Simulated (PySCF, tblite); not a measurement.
# C₈H₉B: geometry, infrared bands, NMR shifts and electronic excitations

Aim: predict the infrared bands, NMR shifts and electronic excitations of C₈H₉B (`BCC1c2ccccc21`).

The runs use tblite 0.8.0 and PySCF 2.14.0, with density-fitted response routines of our own; the level of theory stands in each step. All values are computed, except where a source is named. Atoms count from 0, in the outputs and in this text.

## 1. The molecule as given

18 atoms, charge 0, multiplicity 1; geometry from: force field or distance geometry start.

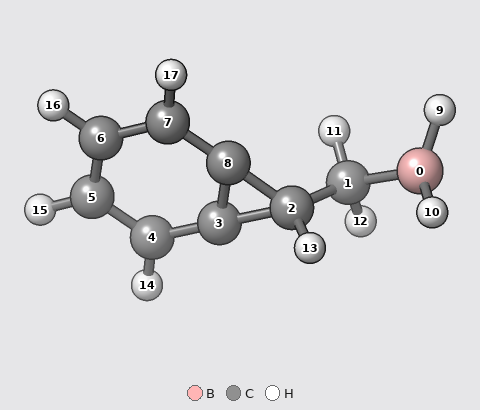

The starting geometry (boron pink, carbon grey, hydrogen white), atoms numbered.

## 2. Geometry optimisation with GFN2-xTB

The job: settings as JSON, then the geometry in Å.

```
{"job": {"kind": "relax", "xc": "GFN2-xTB", "basis": "xTB"}, "charge": 0, "multiplicity": 1}
B     -3.310700     0.570800     0.073700
C     -2.076800    -0.357800    -0.240600
C     -0.894200     0.533000    -0.484200
C      0.388900    -0.107600    -0.807400
C      1.576900    -0.738800    -1.125200
C      2.668100    -0.755600    -0.292400
C      2.543900    -0.114000     0.923600
C      1.362900     0.509200     1.266200
C      0.259900     0.527100     0.431200
H     -3.724400     0.558000     1.195700
H     -3.383600     1.590600    -0.530500
H     -1.937400    -1.055400     0.616200
H     -2.360100    -0.977400    -1.101700
H     -1.090500     1.450900    -1.088700
H      1.646500    -1.229000    -2.110200
H      3.587500    -1.251100    -0.570900
H      3.408800    -0.130400     1.590900
H      1.325500     0.984000     2.242700
```

Started as:

```console
$ OMP_NUM_THREADS=1 python probes_run.py task.json out
```

The driver reads the jobs from task.json and runs them one after another.

**Question.** This job is followed by: GFN2-xTB harmonic vibrations, gas phase; PBE0-D3(BJ)/def2-SVP geometry optimisation, gas phase; GIAO PBE0/pcSseg-1 NMR shielding, non-relativistic, gas phase; TDDFT CAM-B3LYP/def2-SVPD, vertical, gas phase, core orbitals frozen in the response; GIAO HF/pcSseg-1 NMR shielding, non-relativistic, gas phase. What will the session give for the following? strongest single infrared mode (GFN2-xTB); zero-point energy (GFN2-xTB); point group; rotational constants (main isotopes); 13C shifts against TMS (PBE0/pcSseg-1, means over atoms taken as alike); 1H shifts against TMS (PBE0/pcSseg-1, means over atoms taken as alike); 11B shifts against BF3·OEt2 (PBE0/pcSseg-1); lowest singlet (CAM-B3LYP/def2-SVPD); brightest single state of those computed; lowest triplet; vertical ionisation energy (ΔSCF); vertical electron affinity (ΔSCF); range of the shift of B0.

As calculated:

| quantity | value |
| --- | --- |
| strongest single infrared mode (GFN2-xTB) | 861 cm⁻¹, 188 km/mol |
| zero-point energy (GFN2-xTB) | 87.3 kcal/mol |
| point group | C1 |
| rotational constants (main isotopes) | 4.34, 1.05, 0.90 GHz |
| 13C shifts against TMS (PBE0/pcSseg-1, means over atoms taken as alike) | 138.6, 134.4, 119.3, 46.9, 34.8 ppm |
| 1H shifts against TMS (PBE0/pcSseg-1, means over atoms taken as alike) | 7.98, 7.33, 7.28, 4.23, 2.04 ppm |
| 11B shifts against BF3·OEt2 (PBE0/pcSseg-1) | 89.6 ppm |
| lowest singlet (CAM-B3LYP/def2-SVPD) | 5.21 eV (238 nm), f = 0.065 |
| brightest single state of those computed | state 9, 6.77 eV, f = 0.097 |
| lowest triplet | 4.04 eV |
| vertical ionisation energy (ΔSCF) | 8.72 eV |
| vertical electron affinity (ΔSCF) | -0.44 eV (unbound: the value hangs on the basis) |
| range of the shift of B0 | 81.8 to 89.6 ppm |

In words: Over 109 steps the energy fell by 0.771 eV; of the close pairs, C4–C5 changed most, 1.373 to 1.409 Å (GFN2-xTB). No mode is imaginary among the 48: a minimum at this level. The strongest single mode, at 861 cm⁻¹, moves mainly H10, B0 and H9. GFN2-xTB is a fitted tight-binding method: band positions and strengths are rough. Its intensities can rank the bands wrongly. The optimisation took 13 steps and gained 0.239 eV; among the close pairs (by a distance rule), C3–C8 changed most, from 1.407 to 1.354 Å (PBE0/def2-SVP). At PBE0/pcSseg-1: Shielding is most anisotropic at C3, C8 (span 320 ppm, paramagnetic term -219 ppm). NICS(1)zz of -28 ppm above the planar ring from C3 marks a diatropic (aromatic) ring current. The first singlet state (HOMO→LUMO+1 0.42, HOMO→LUMO 0.34) lies at 5.21 eV and is bright; of the 10 states computed, the strongest absorption comes from states 9 to 10 together at 6.77 eV (the last computed, so partners may be missing). The lowest triplet lies 1.17 eV below the lowest singlet (triplets in Tamm-Dancoff, singlets in full TDDFT). The orbital energy would give 8.08 eV for ionisation, ΔSCF gives 8.72 eV. In ppm, B0 moves most: its shift spreads over 7.8 ppm, from 81.8 (HF/pcSseg-1) to 89.6 (PBE0/pcSseg-1).
